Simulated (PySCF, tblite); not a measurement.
Breaking a bond: H3BrSi, SMILES [SiH3]Br. The Si1–Br5 bond (Si1 also carries H, H, H; Br5 carries nothing else) is varied alone, starting from the PBE0/def2-TZVP optimised geometry.

```
5

Si     0.0000     0.0000     0.0000
H      1.2166    -0.7024    -0.4675
H     -1.2166    -0.7024    -0.4674
H      0.0000     1.4049    -0.4674
Br     0.0000     0.0000     2.2196
```

Computed with: RCCSD = CCSD on RHF/cc-pVDZ, 14 core orbitals frozen in PySCF; UMP2/3-21G = unrestricted MP2 (frozen core)/3-21G (PySCF); GFN2-xTB, 300 K electronic temperature (tblite).

Energies are in kJ/mol, each relative to the lowest point of its own curve near equilibrium.

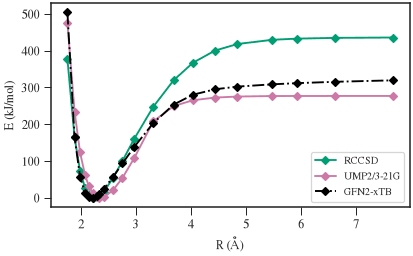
Figure. Energy against bond length for each method.

| R / Å | RCCSD | UMP2/3-21G | GFN2-xTB |
|---|---|---|---|
| 1.76 | 377.6 | 475.0 | 504.3 |
| 1.89 | 164.5 | 233.9 | 165.1 |
| 1.99 | 73.1 | 123.6 | 56.4 |
| 2.08 | 27.0 | 61.7 | 14.3 |
| 2.15 | 8.0 | 31.3 | 1.8 |
| 2.22 | 0.0 | 12.4 | 0.0 |
| 2.30 | 0.9 | 1.7 | 5.9 |
| 2.33 | 3.3 | 0.0 | 9.6 |
| 2.42 | 16.0 | 1.1 | 23.7 |
| 2.59 | 53.9 | 20.8 | 57.0 |
| 2.76 | 100.3 | 54.0 | 93.3 |
| 2.97 | 159.2 | 106.9 | 137.6 |
| 3.32 | 247.5 | 207.7 | 203.2 |
| 3.69 | 319.7 | 249.3 | 253.5 |
| 4.04 | 367.2 | 265.2 | 280.3 |
| 4.44 | 400.3 | 272.5 | 295.1 |
| 4.85 | 418.2 | 275.4 | 302.3 |
| 5.48 | 429.7 | 276.7 | 308.6 |
| 5.94 | 432.9 | 276.9 | 311.8 |
| 6.63 | 434.9 | 276.9 | 315.5 |
| 7.68 | 435.9 | 276.9 | 319.4 |

At the longest distance, 7.68 Å, RCCSD lies highest above its minimum (435.9 kJ/mol) and UMP2/3-21G lowest (276.9 kJ/mol).

The T1 diagnostic of CCSD on the restricted reference of RCCSD exceeds 0.045 at 4.04 to 7.68 Å. The unrestricted determinant behind UMP2/3-21G is spin-contaminated at 2.97 to 7.68 Å (<S²> up to 1.0, against 0.00 for a pure singlet).
